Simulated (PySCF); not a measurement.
```xyz
10

Si    2.4747   -0.1845    0.1519
C     0.6335   -0.0408    0.0223
C    -0.5725    0.0485   -0.0508
Ge   -2.4562    0.1845   -0.1561
H     2.7954   -1.5823    0.4507
H     2.9204    0.6982    1.2328
H     3.0587    0.2228   -1.1281
H    -3.0408   -0.0697    1.1928
H    -2.8314    1.5542   -0.6134
H    -2.9729   -0.8263   -1.1244
```

Geometry: GFN2-xTB.

Theory: PBE0/def2-SVPD, SCF density, gas phase (PySCF).

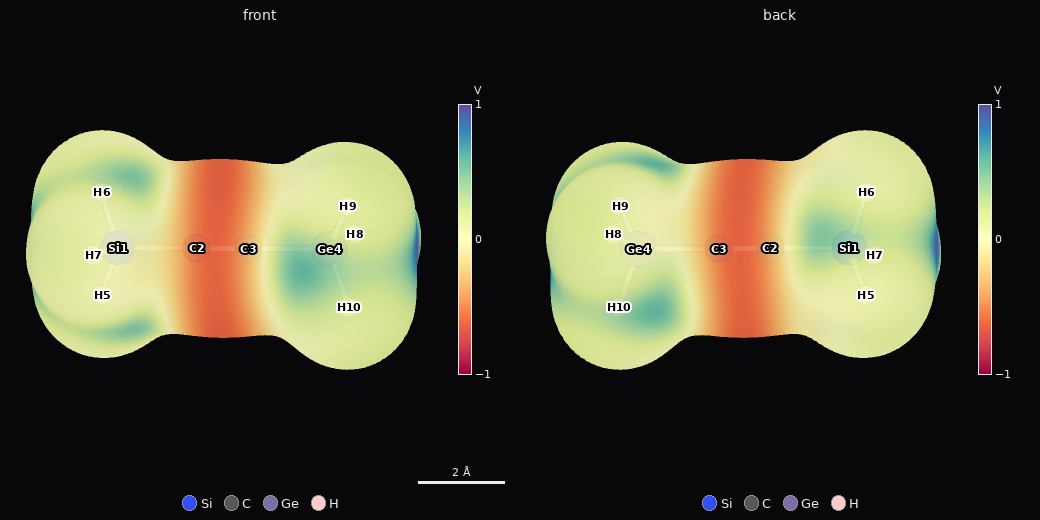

C2H6GeSi (SMILES [SiH3]C#[C][GeH3]). The electrostatic potential painted on the density surface at 0.001 e/bohr³, seen from the front and from behind; red is negative and blue positive.

> Which sites attract a positive test charge, and which a negative one?

A positive charge is drawn to the negative regions and a negative charge to the positive ones. The most negative region (about −0.6 V) lies over C2 and C3, the most positive (about +0.9 V) over Si1 and Ge4.
